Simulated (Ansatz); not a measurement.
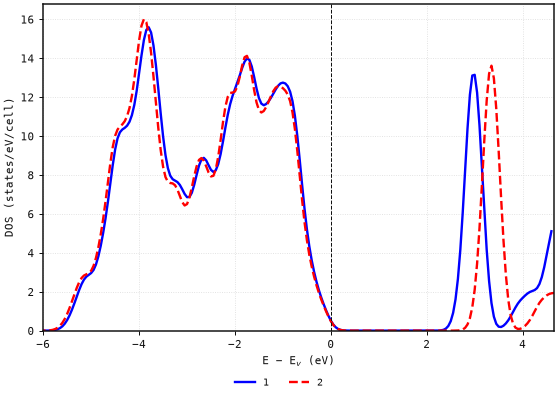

Total densities of states of Hf₃TiO₈, space group Cmmm (No. 65), 12 atoms in the cell, rutile host type, by two methods on the same cell. The curves are built from the levels of the k mesh with Gaussians 0.3 eV wide, which also blur the band edges. Each is counted from its own valence-band top.

Question: Which curve is which? The methods: r2SCAN, PBE+SOC.

Answer: 1 is PBE+SOC; 2 is r2SCAN. PBE+SOC gives a gap of 2.61 eV and r2SCAN gives a gap of 3.00 eV.

Settings. PBE+SOC: DFT, PBE with spin-orbit coupling, plane waves, PAW, 6×6×4 k mesh, 420 eV cutoff (Ansatz 0.2.0). r2SCAN: DFT, r2SCAN, plane waves, PAW, no spin polarisation, 6×6×4 k mesh, 500 eV cutoff (Ansatz 0.2.0).
